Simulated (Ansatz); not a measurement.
# C$_{2}$H$_{8}$Si: what the fields show

Input

```
crystal:
  periodic: [false, false, false]
  atoms:
    - { symbol: Si, position_ang: [-1.1664, 0.1947, -0.2267] }
    - { symbol: C, position_ang: [0.3713, -1.3605, -0.3446] }
    - { symbol: H, position_ang: [-0.3442, -0.9448, -1.4588] }
    - { symbol: H, position_ang: [-1.5895, -0.4277, 1.0332] }
    - { symbol: C, position_ang: [0.0285, 1.584, 0.2851] }
    - { symbol: H, position_ang: [-0.1846, -2.0971, 0.2147] }
    - { symbol: H, position_ang: [1.1109, -1.9178, -0.9358] }
    - { symbol: H, position_ang: [0.9614, -0.7064, 0.2768] }
    - { symbol: H, position_ang: [0.7608, 1.7869, -0.4947] }
    - { symbol: H, position_ang: [-0.5251, 2.5079, 0.4415] }
    - { symbol: H, position_ang: [0.5769, 1.3807, 1.2094] }
magnetization:
  spin_polarized: true
basis:
  gaussian: { orbitals: def2-SVP }
hamiltonian:
  xc: pbe
  dispersion: d4
relax:
  f_tol: 0.15
  max_steps: 25
  restrain:
    - { distance: [2, 1], at: 2.37, k: 30.0 }
    - { distance: [0, 1], at: 1.87, k: 30.0 }
    - { distance: [0, 2], at: 1.42, k: 30.0 }
output:
  orbitals: {}
```

Command:

```sh
ansatz run input.yaml --threads 2 --pin off --max-ram 3072MiB --backend cpu --events-out ev --progress --plain --runs-dir out
```

The fields are those of the run's last geometry, not of the input's.

Not at a stationary point (largest force 1.6 eV/Å).

Computed with UKS PBE-D4/def2-SVP in Ansatz 0.2.0.

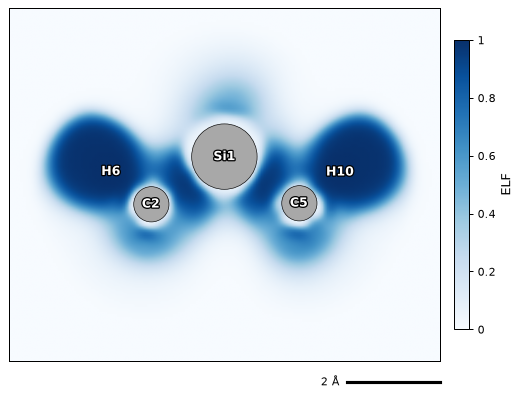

Figure 1. ELF on the plane of atoms C2, Si1 and C5. Grey discs cover the atomic cores.

**Read the bonding off the picture.**

- The plane passes through Si, C and H nuclei.
- C–Si (1.87 Å): the ELF peaks at about 0.95 between the atoms: a shared electron pair.
- C–H (1.11 Å): the ELF climbs to about 1 towards the hydrogen, as it does in any bond to H (a covalent bond by its length).

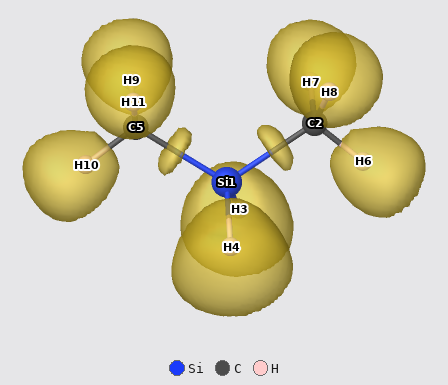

Figure 2. Isosurface of the electron localisation function at 0.9 (yellow), seen across its widest extent. Only the valence region is drawn (cores and ρ < 0.01 e/Å³ removed).

**Describe the localisation domains.**

The ELF exceeds this value in two regions between bonded C–Si atoms (shared pairs) and eight regions around hydrogen nuclei.

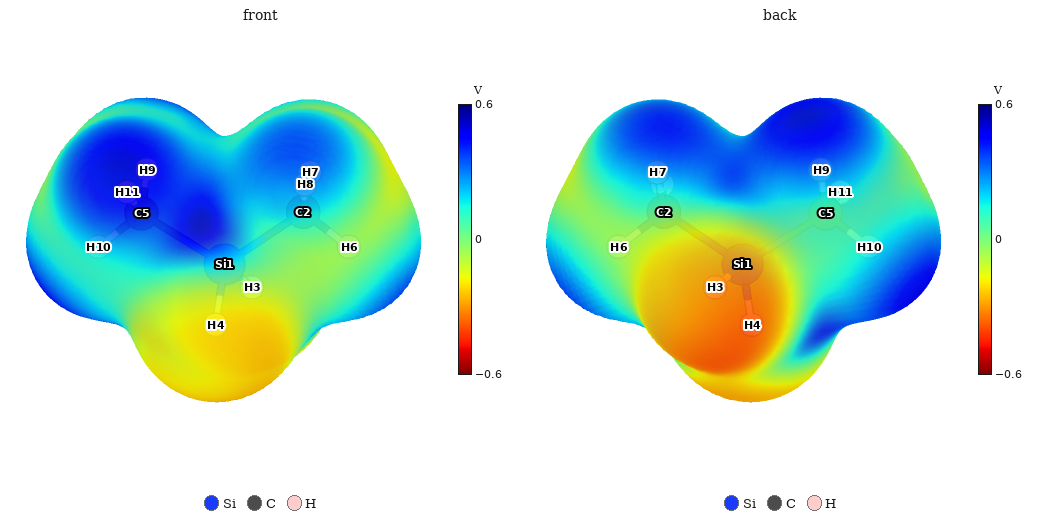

Figure 3. The electrostatic potential painted on the density surface at 0.001 e/bohr³, seen from the front and from behind; the colour scale runs from red (negative) to blue (positive).

**Which sites attract a positive test charge, and which a negative one?**

A positive charge is drawn to the negative regions and a negative charge to the positive ones. The most negative region (about −0.4 V) lies over H3, the most positive (about +0.5 V) over Si1, H9, H10 and H11.
